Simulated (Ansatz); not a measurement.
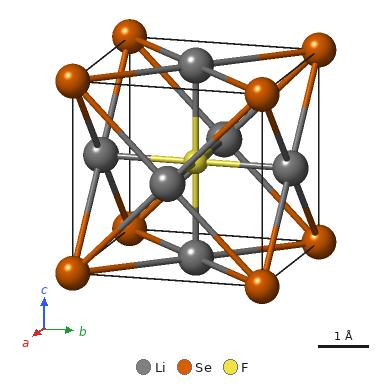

Ball-and-stick model, viewed slightly off an axis. Atoms at the boundary of the conventional unit cell (the box) are drawn once for each face, edge or corner they touch.

Li3SeF, cubic antiperovskite, space group Pm-3m (No. 221), a = 3.996 Å, b = 3.996 Å, c = 3.996 Å, α = 90.00°, β = 90.00°, γ = 90.00°. Starting structure: a structure type filled with these elements by a generator (whether the compound takes this form wasn't checked). Earlier steps of the study may have refined or changed the cell and positions. It was run through Ansatz as a DFT input.

This one geometry was computed with Ansatz (DFT, plane waves, PAW) at three levels of theory: HSE06, r2SCAN and PBE.

**How does the band gap change with the level of theory?**

PBE: a gap of 3.74 eV, indirect; r2SCAN: a gap of 4.58 eV, indirect; HSE06: a gap of 4.82 eV, indirect.

**Collect the results in a table.**

| level | cutoff (eV) | k-mesh of the run's cell | gap (eV) | pressure (GPa) |
| --- | --- | --- | --- | --- |
| HSE06 | 420 | 4×4×4 | 4.82 | -1.3 |
| r2SCAN | 500 | 6×6×6 | 4.58 | -1.3 |
| PBE | 420 | 6×6×6 | 3.74 | 0.0 |

Gaps are taken on the k-mesh or band path of each run.
